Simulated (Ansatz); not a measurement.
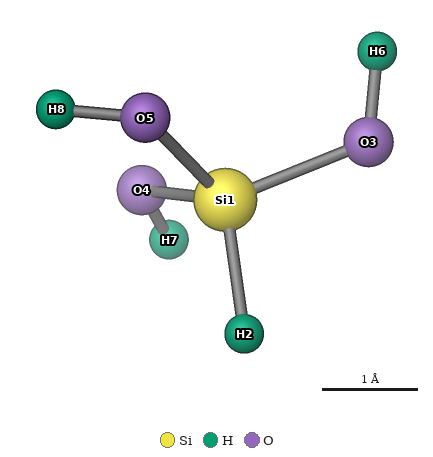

Fig. 1: The input geometry (ball-and-stick view, seen at a tilt; atoms are numbered from 1 in the order of the input).

## SiH4O3: single-point calculation

- system: SiH4O3
- method: RKS B3LYP-D4/def2-TZVPP (Ansatz 0.2.0)

The geometry comes from this level: PBE0-D4/def2-TZVP.

### The program's output
```
Functional definition: B3LYP
  name "B3LYP"
  cite "Stephens, Devlin, Chabalowski & Frisch, J. Phys. Chem. 98, 11623 (1994) doi:10.1021/j100096a001"
  cite "Becke, Phys. Rev. A 38, 3098 (1988) doi:10.1103/PhysRevA.38.3098"
  cite "Lee, Yang & Parr, Phys. Rev. B 37, 785 (1988) doi:10.1103/PhysRevB.37.785"
  cite "Vosko, Wilk & Nusair, Can. J. Phys. 58, 1200 (1980) doi:10.1139/p80-159"
  parameter a0 = 0.2
  parameter ax = 0.72
  parameter ac = 0.81
  exchange = (1 - a0 - ax)*slater_x + ax*b88_x + a0*exact_x
  correlation = (1 - ac)*vwn_rpa_c + ac*lyp_c
980 factors; their error is unknown
mean field evaluation 1: about -14079.0769 eV, gradient 9.2e1 eV
mean field evaluation 2: about -14055.4820 eV, gradient 1.5e2 eV
mean field evaluation 4: about -14091.9538 eV, gradient 1.7e0 eV
mean field evaluation 8: about -14091.9605 eV, gradient 3.8e-2 eV
mean field evaluation 16: about -14091.9828 eV, gradient 9.0e-5 eV
mean field -14091.98281649 eV, -517.8708166170 hartree, gradient 9.0e-5 eV, S^2 0.000000; 0 other end points of the search recorded, 0 dependent functions left out
reference -14091.98304372 eV, -517.8708249675 hartree; 21, 21 occupied and 170, 170 virtual orbitals, 980 factors
Total energy: -14092.19645339 eV, -517.8786676282 hartree
```

The run was set up as follows.

### The input
```yaml
crystal:
  periodic: [false, false, false]
  atoms:
    - {symbol: Si, position_ang: [0.375515, -0.239627, -0.302181]}
    - {symbol: H, position_ang: [0.562976, 1.196951, -0.582870]}
    - {symbol: O, position_ang: [1.419110, -0.557321, 0.909016]}
    - {symbol: O, position_ang: [-1.194331, -0.559518, 0.054362]}
    - {symbol: O, position_ang: [0.724855, -1.203448, -1.573573]}
    - {symbol: H, position_ang: [1.596086, -1.477622, 1.112343]}
    - {symbol: H, position_ang: [-1.619490, -0.024299, 0.725536]}
    - {symbol: H, position_ang: [-0.012727, -1.471864, -2.123336]}
basis:
  gaussian: {orbitals: def2-TZVPP}
hamiltonian: {xc: {name: B3LYP}, dispersion: d4}
```

Run as:
```bash
ansatz run in.yaml --threads 4 --pin off --events-out ev --progress --plain --max-ram 9574MiB
```

### Summary

| quantity | value |
| --- | --- |
| outcome | converged |
| total energy | −14092.1965 eV |
| mean-field energy | −14091.9830 eV |
| dispersion energy | −0.2134 eV |
| SCF solution under orbital rotations | stable |
| hardware | 4 threads of Arm Neoverse V1, 23 GiB of memory available, shared host |
| wall time | 1.6 s (CPU time 5.9 s) |
| peak memory | 0.52 GiB |
